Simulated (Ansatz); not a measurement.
The calculation's input:

```
crystal:
  periodic: [false, false, false]
  atoms:
    - {symbol: "N", position_ang: [-0.886037, 0.528486, -2.048995]}
    - {symbol: N, position_ang: [-1.132798, -0.791207, -1.736170]}
    - {symbol: O, position_ang: [-1.227214, -1.597619, -2.907069]}
    - {symbol: H, position_ang: [-0.236159, 0.616430, -2.836406]}
    - {symbol: H, position_ang: [-1.759526, 0.976739, -2.317458]}
    - {symbol: H, position_ang: [-0.292747, -1.148415, -1.283936]}
    - {symbol: H, position_ang: [-2.146017, -1.888998, -2.905093]}
basis:
  gaussian: {orbitals: def2-TZVPD}
hamiltonian: {xc: pbe0}
output: {forces: true, orbitals: {seedname: orbitals}}
```

Launched as:

```sh
ansatz run input.yaml --threads 1 --pin off --max-ram 2610MiB --events-out events.jsonl --progress --plain --runs-dir runs
```

Geometry: PBE0-D3(BJ)/def2-SVP.

The calculation used isolated molecule in a Gaussian basis; Kohn-Sham density functional theory, functional PBE0 (Ansatz).

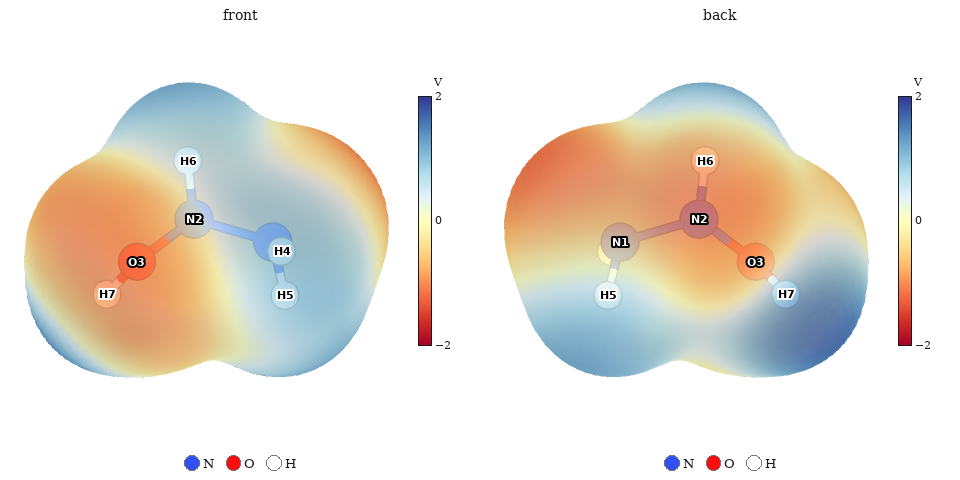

H4N2O (SMILES NNO). The molecular electrostatic potential painted on the density surface at 0.001 e/bohr³, seen from the front and from behind; red is negative and blue positive.

Where is the surface potential most negative and most positive?

The most negative region (about −1.2 V) lies over N1, the most positive (about +1.7 V) over H7. N1 is the likeliest acceptor of a hydrogen bond.

How polar is the molecule by this calculation?

Its dipole moment is 0.88 D.
